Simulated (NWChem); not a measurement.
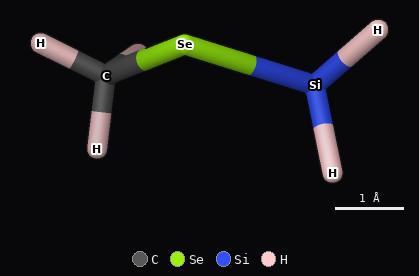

**Figure 1.** The structure (stick view, seen at a tilt).

Energy and gradient calculation, with input and output: CH5SeSi (charge −1) (part 1 of 2)

CH5SeSi, charge −1, SMILES C[Se][SiH2-], computed with HF/STO-3G, RHF (NWChem 7.3.0).

The geometry comes from this level: GFN2-xTB.

The program's output
```
Northwest Computational Chemistry Package (NWChem) 7.3.0
             --------------------------------------------------------

           Job information
           ---------------

    nwchem branch   = 7.3.0
    use scalapack   = T
    input           = ch5sesi.nw
    prefix          = ch5sesi.
    data base       = ./ch5sesi.db
    status          = startup
    nproc           =        1

           Memory information
           ------------------

    heap     =     72089596 doubles =      550.0 Mbytes
    stack    =     72089601 doubles =      550.0 Mbytes
    global   =    144179200 doubles =     1100.0 Mbytes (distinct from heap & stack)
    total    =    288358397 doubles =     2200.0 Mbytes
    verify   = yes
    hardfail = no

           Directory information
           ---------------------

  0 permanent = .
  0 scratch   = .

                                NWChem Input Module
                                -------------------

 Scaling coordinates for geometry "geometry" by  1.889725989
 (inverse scale =  0.529177249)

                             Geometry "geometry" -> ""
                             -------------------------

 Output coordinates in angstroms (scale by  1.889725989 to convert to a.u.)

  No.       Tag          Charge          X              Y              Z
 ---- ---------------- ---------- -------------- -------------- --------------
    1 C                    6.0000    -0.79365000     1.13188000    -0.36820000
    2 Se                  34.0000     0.15486000     0.44608000     1.19172000
    3 Si                  14.0000     1.09275000    -1.33247000    -0.10080000
    4 H                    1.0000    -1.69099000     0.53058000    -0.52133000
    5 H                    1.0000    -0.14000000     1.04053000    -1.23650000
    6 H                    1.0000    -1.07522000     2.17018000    -0.18963000
    7 H                    1.0000     2.23917000    -1.56835000     0.81242000
    8 H                    1.0000     0.21308000    -2.41843000     0.41232000

      Atomic Mass
      -----------

      C                 12.000000
      Se                78.918300
      Si                27.976930
      H                  1.007825

 Effective nuclear repulsion energy (a.u.)     237.3211399618

            Nuclear Dipole moment (a.u.)
            ----------------------------
        X                 Y               Z
 ---------------- ---------------- ----------------
    29.0032877056     5.7786497923    68.3615179382

            XYZ format geometry
            -------------------
     8
 geometry
 C                    -0.79365000     1.13188000    -0.36820000
 Se                    0.15486000     0.44608000     1.19172000
 Si                    1.09275000    -1.33247000    -0.10080000
 H                    -1.69099000     0.53058000    -0.52133000
 H                    -0.14000000     1.04053000    -1.23650000
 H                    -1.07522000     2.17018000    -0.18963000
 H                     2.23917000    -1.56835000     0.81242000
 H                     0.21308000    -2.41843000     0.41232000

 ==============================================================================
                                internuclear distances
 ------------------------------------------------------------------------------
       center one      |      center two      | atomic units |  angstroms
 ------------------------------------------------------------------------------
    2 Se               |   1 C                |     3.68537  |     1.95022
    3 Si               |   2 Se               |     4.51699  |     2.39029
    4 H                |   1 C                |     2.06165  |     1.09098
    5 H                |   1 C                |     2.06106  |     1.09066
    6 H                |   1 C                |     2.06079  |     1.09052
    7 H                |   3 Si               |     2.80539  |     1.48455
    8 H                |   3 Si               |     2.81336  |     1.48876
 ------------------------------------------------------------------------------
                         number of included internuclear distances:          7
 ==============================================================================

 ==============================================================================
                                 internuclear angles
 ------------------------------------------------------------------------------
        center 1       |       center 2       |       center 3       |  degrees
 ------------------------------------------------------------------------------
    2 Se               |   1 C                |   4 H                |   108.57
    2 Se               |   1 C                |   5 H                |   108.41
    2 Se               |   1 C                |   6 H                |   109.23
    4 H                |   1 C                |   5 H                |   109.57
    4 H                |   1 C                |   6 H                |   109.60
    5 H                |   1 C                |   6 H                |   111.40
    1 C                |   2 Se               |   3 Si               |    91.14
    2 Se               |   3 Si               |   7 H                |    95.08
    2 Se               |   3 Si               |   8 H                |    97.15
    7 H                |   3 Si               |   8 H                |    97.38
 ------------------------------------------------------------------------------
                            number of included internuclear angles:         10
 ==============================================================================

 Summary of "ao basis" -> "" (spherical)
 ------------------------------------------------------------------------------
       Tag                 Description            Shells   Functions and Types
 ---------------- ------------------------------  ------  ---------------------
 *                           STO-3G                   on all atoms

                      Basis "ao basis" -> "ao basis" (spherical)
                      -----
  [basis functions not shown]

 Summary of "ao basis" -> "ao basis" (spherical)
 ------------------------------------------------------------------------------
       Tag                 Description            Shells   Functions and Types
 ---------------- ------------------------------  ------  ---------------------
 C                           STO-3G                  3        5   2s1p
 Se                          STO-3G                  8       18   4s3p1d
 Si                          STO-3G                  5        9   3s2p
 H                           STO-3G                  1        1   1s

                                 NWChem SCF Module
                                 -----------------

  ao basis        = "ao basis"
  functions       =    37
  atoms           =     8
  closed shells   =    30
  open shells     =     0
  charge          =  -1.00
  wavefunction    = RHF
  input vectors   = atomic
  output vectors  = ./ch5sesi.movecs
  use symmetry    = F
  symmetry adapt  = F

 Summary of "ao basis" -> "ao basis" (spherical)
 ------------------------------------------------------------------------------
       Tag                 Description            Shells   Functions and Types
 ---------------- ------------------------------  ------  ---------------------
 C                           STO-3G                  3        5   2s1p
 Se                          STO-3G                  8       18   4s3p1d
 Si                          STO-3G                  5        9   3s2p
 H                           STO-3G                  1        1   1s

 Forming initial guess at       0.0s

      Superposition of Atomic Density Guess
      -------------------------------------

 Sum of atomic energies:       -2698.47302772

 Renormalizing density from      59.00 to     60

      Non-variational initial energy
      ------------------------------

 Total energy =   -2725.419525
 1-e energy   =   -4325.934362
 2-e energy   =    1363.193698
 HOMO         =       0.276350
 LUMO         =       0.645894

 Starting SCF solution at       0.1s

 ----------------------------------------------
         Quadratically convergent ROHF

 Convergence threshold     :          1.000E-08
 Maximum no. of iterations :           80
 Final Fock-matrix accuracy:          1.000E-10
 ----------------------------------------------

              iter       energy          gnorm     gmax       time
             ----- ------------------- --------- --------- --------
                 1    -2699.2836816634  6.83D-01  2.46D-01      0.3
                 2    -2699.3263489554  1.74D-01  8.81D-02      0.4
                 3    -2699.3294184852  4.68D-03  1.69D-03      0.8
                 4    -2699.3294219380  7.92D-06  3.50D-06      1.5
                 5    -2699.3294219380  2.31D-09  1.67D-09      2.4

       Final RHF  results
       ------------------

         Total SCF energy =  -2699.329421937996
      One-electron energy =  -4268.676643875868
      Two-electron energy =   1332.026081976040
 Nuclear repulsion energy =    237.321139961831

        Time for solution =      2.3s

             Final eigenvalues
             -----------------

              1
    1 -455.2601
    2  -67.5591
    3  -58.4290
    4  -53.1436
    5  -53.1423
    6  -53.1413
    7  -10.8399
    8   -7.9038
    9   -5.7459
   10   -5.7394
   11   -5.7331
   12   -5.5707
   13   -3.5901
   14   -3.5891
   15   -3.5883
   16   -1.3629
   17   -1.3609
   18   -1.3550
   19   -1.3475
   20   -1.3468
   21   -0.7348
   22   -0.4963
   23   -0.3657
   24   -0.3516
   25   -0.3397
   26   -0.1569
   27   -0.1323
   28   -0.0568
   29   -0.0012
   30    0.0719
   31    0.6049
   32    0.6735
   33    0.7989
   34    0.8720
   35    0.8949
   36    0.9027
   37    0.9094

                       ROHF Final Molecular Orbital Analysis
                       -------------------------------------

 Vector   16  Occ=2.000000D+00  E=-1.362919D+00
              MO Center=  1.5D-01,  4.5D-01,  1.2D+00, r^2= 1.1D-01
   Bfn.  Coefficient  Atom+Function         Bfn.  Coefficient  Atom+Function
  ----- ------------  ---------------      ----- ------------  ---------------
    20      0.660799  2 Se d -1              22      0.652441  2 Se d  1
    21     -0.248828  2 Se d  0              19      0.220742  2 Se d -2
    23     -0.154796  2 Se d  2

 Vector   17  Occ=2.000000D+00  E=-1.360939D+00
              MO Center=  1.5D-01,  4.5D-01,  1.2D+00, r^2= 1.0D-01
   Bfn.  Coefficient  Atom+Function         Bfn.  Coefficient  Atom+Function
  ----- ------------  ---------------      ----- ------------  ---------------
    21      0.795501  2 Se d  0              19      0.527350  2 Se d -2
    20      0.243853  2 Se d -1

 Vector   18  Occ=2.000000D+00  E=-1.354966D+00
              MO Center=  1.6D-01,  4.5D-01,  1.2D+00, r^2= 1.0D-01
   Bfn.  Coefficient  Atom+Function         Bfn.  Coefficient  Atom+Function
  ----- ------------  ---------------      ----- ------------  ---------------
    23      0.685695  2 Se d  2              20      0.504766  2 Se d -1
    22     -0.434865  2 Se d  1              21     -0.285132  2 Se d  0

 Vector   19  Occ=2.000000D+00  E=-1.347477D+00
              MO Center=  1.5D-01,  4.5D-01,  1.2D+00, r^2= 1.0D-01
   Bfn.  Coefficient  Atom+Function         Bfn.  Coefficient  Atom+Function
  ----- ------------  ---------------      ----- ------------  ---------------
    23      0.611738  2 Se d  2              22      0.596489  2 Se d  1
    19     -0.386931  2 Se d -2              21      0.273105  2 Se d  0
    20     -0.213563  2 Se d -1
```
